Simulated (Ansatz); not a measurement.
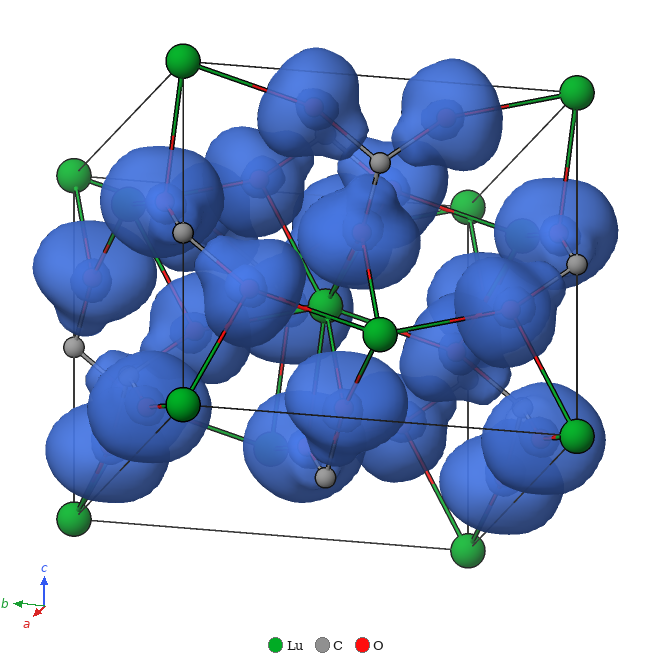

Figure. LuCO₄. Isosurface of the ELF at 0.65 (blue), seen at an oblique angle. Only the valence region is drawn (cores and ρ < 0.01 e/Å³ removed). Sticks mark near contacts.

Space group I4₁/amd; built by placing these elements on a known structure type; computed pressure about −3 GPa in this cell.

Level of theory: DFT, PAW plane waves, r2SCAN (Ansatz 0.2.0).

Core electrons are frozen (PAW), and the valence fields are smoothed inside the atomic spheres.

Question: Where are the electrons localised?

Answer: At this value the surface marks out 16 regions on O in which the atom's valence shell and bonds are merged, counted in one cell of 24 atoms. Regions shared between cells count once. Profiles from the grid: C–O (1.39 Å): the ELF peaks at about 0.85 between the atoms. Lu–O (2.25 Å): the ELF peaks at about 0.80 in the valence shell of O, 0.6 Å from its nucleus, and drops to about 0.10 between the two atoms: no shared electron pair shows on this line.
